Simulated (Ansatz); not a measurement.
The end point of a relaxation of CaO. Space group Fm-3m (No. 225), rock salt type. All values below come from PBEsol (plane waves to 420 eV, PAW, scalar-relativistic; Ansatz, a first-principles code).

```cif
data_Ca4O4
_chemical_formula_sum 'O4 Ca4'
_space_group_name_H-M_alt 'Fm-3m'
_space_group_IT_number 225
_space_group_name_Hall '-F 4 2 3'
_cell_length_a 4.76687
_cell_length_b 4.76687
_cell_length_c 4.76687
_cell_angle_alpha 90.000
_cell_angle_beta 90.000
_cell_angle_gamma 90.000
loop_
_atom_site_label
_atom_site_type_symbol
_atom_site_symmetry_multiplicity
_atom_site_Wyckoff_symbol
_atom_site_fract_x
_atom_site_fract_y
_atom_site_fract_z
_atom_site_occupancy
O1 O 4 a 0.00000 0.00000 0.00000 1
Ca1 Ca 4 b 0.50000 0.50000 0.50000 1
```
(The calculation used a cell of 2 atoms; values per cell refer to that cell.)

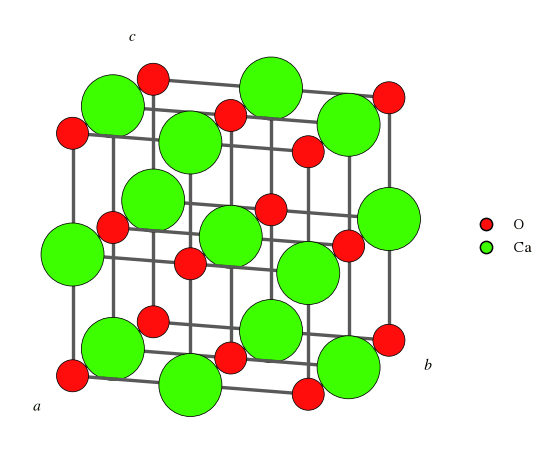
Figure: The conventional cell of the relaxed structure

- Volume per atom = 13.54 Å³
- Band gap = 3.54 eV, indirect (valence top at Γ, conduction bottom at X) (no spin-orbit coupling)
- Smallest direct gap = 3.92 eV at X
- Shortest distances = Ca–O 2.38 Å; Ca–Ca 3.37 Å; O–O 3.37 Å
- k-mesh = 12×12×12

Band energies at high-symmetry points (eV from the VBM; labels of this space group; no spin-orbit coupling), from −5 eV up to 6.0 eV:

```csv
point,energies
Γ,0.00 0.00 0.00 4.78
X,-1.31 -0.37 -0.37 3.54
U,-1.38 -1.22 -0.81 5.11
K,-1.38 -1.22 -0.81 5.11
L,-2.74 -1.26 -1.26
W,-1.34 -1.07 -1.07
```

No spin polarisation in the result.

Measured for CaO: a 4.781 Å (static lattice; corrected from measurement; as listed in Wei Chen et al., Physical Review Materials (2018)). Computed minus measured — a: PBEsol -0.3 %. The computed values are for a static lattice.

The run could not lose the symmetry of its start; a randomly shaken copy of 2 atoms returns to this structure.

All atoms sit on sites fixed by symmetry, so only the cell could relax.
